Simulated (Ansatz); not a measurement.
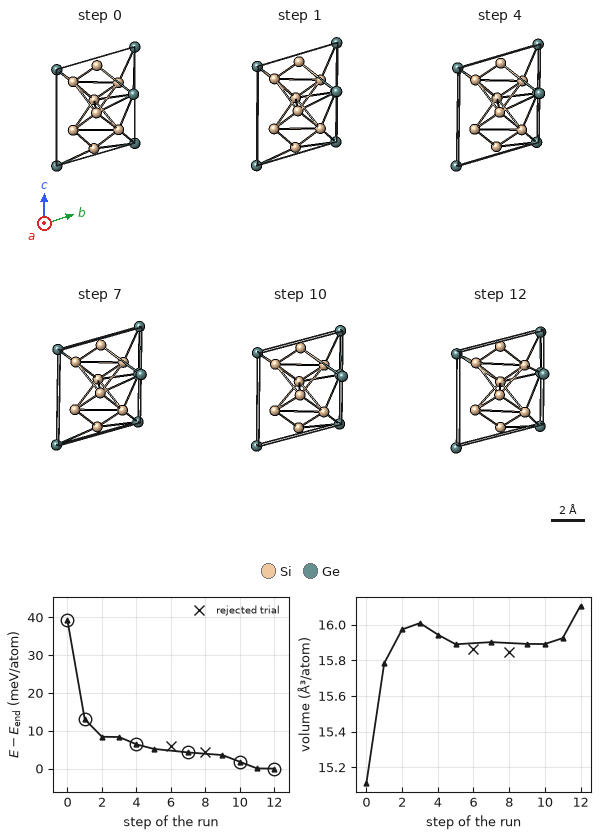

Frames of a relaxation of crystalline Si4Ge (a generated structure, set up in P1) (coarse preliminary run), marked on the history of the run. Style: ball-and-stick. Shown: the cell of the calculation, along the a axis.

Method: DFT PBE, scalar-relativistic, plane waves, PAW in Ansatz 0.2.0. (plane-wave cutoff 420 eV; k-point mesh 4 × 4 × 4; occupations gaussian; smearing width 0.2 eV; no spin polarisation; cell and atoms relaxed; force threshold 0.025 eV/Å; at most 60 steps)

> What happens along the run?

The run was cut off at its time limit before the relaxation converged, so the last structure is only a point on the way. Over 10 accepted moves (12 points after the start) the energy falls by 39.2 meV per atom. Largest force component: 0.75 eV/Å at the start, 0.22 eV/Å at the end. The pressure goes from 5.78 to 0.03 GPa. The line search rejected the trial steps at points 6, 8 of the run. The largest move relative to the cell is that of a Ge atom, 0.25 Å along [−2 −1 −3]. By element the largest moves are Ge 0.25 Å, Si 0.21 Å. The drawn cell changes as follows: a 5.207 → 5.267 Å (+1.2 %), b 5.058 → 5.403 Å (+6.8 %), c 6.320 → 6.166 Å (−2.4 %), α 73.6° → 74.4°, β 71.3° → 72.4°, γ 86.6° → 83.5°; the volume changes by +6.6 %. Among the contacts that change: Ge–Si 2.864 → 3.430 Å, Ge–Si 2.914 → 3.431 Å, Ge–Ge 3.141 → 2.660 Å, Ge–Si 2.912 → 3.249 Å. Among the angles between lasting bonds that change: Si–Ge–Si 177.1° → 168.4°, Si–Ge–Si 94.8° → 86.8°, Si–Ge–Si 84.4° → 91.3°. The space group stays P1 (No. 1). Cost: 5.9 min on 1 thread of Arm Neoverse V1, on a shared host, peak memory 0.45 GiB. From step 0 to 1: a Ge atom moves most (0.06 Å), volume +4.5 %, energy −26.1 meV per atom. From step 1 to 4: a Ge atom moves most (0.08 Å), volume +1.0 %, energy −6.6 meV per atom. From step 4 to 7: Si atoms move most (0.05 Å), volume −0.3 %, energy −2.1 meV per atom. From step 7 to 10: Ge atoms move most (0.07 Å), energy −2.5 meV per atom. From step 10 to 12: a Ge atom moves most (0.13 Å), volume +1.4 %, energy −1.8 meV per atom.
